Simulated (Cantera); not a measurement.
Input: 1 mol PbO, 0.44 mol CH4, 0.36 mol H2, at 1223 K.

Method: chemical equilibrium by Gibbs-energy minimisation in Cantera with the NASA 1993 tables (ideal gas, pure condensed phases). Candidate condensed phases: C, C6H6, C7H8, C8H18, H2O, Pb, PbO, PbO2, Pb3O4; 113 gas species. Rates play no part.

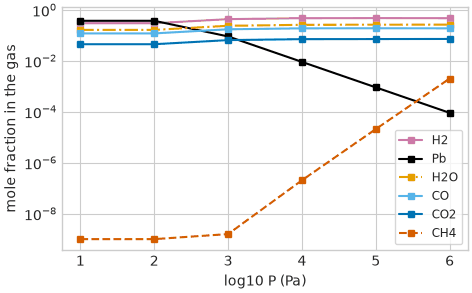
Equilibrium gas composition (values under 1e-9 drawn at 1e-9)

From 10.0 Pa to 1.00 mbar nothing is condensed. From 10.0 mbar to 10.0 bar the condensed part is Pb(l). The main Pb-bearing gas is Pb throughout.
